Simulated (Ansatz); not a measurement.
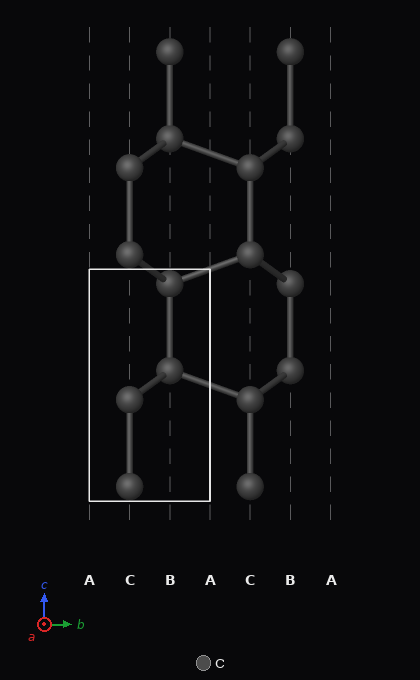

The picture looks along a close-packed row of the hexagonal mesh; c points upwards. The dashed lines mark the three columns A (0, 0), B (1/3, 2/3) and C (2/3, 1/3). The sequence starts with the first layer at or above the cell's origin.

C: the end point of a relaxation with Ansatz 0.2.0, DFT, LDA, plane waves, PAW; the starting structure was generated, so it need not be a known form of this composition.

> List the layers of one repeat.

C(C) – C(C) – C(B) – C(B) (four layers in 4.14 Å).
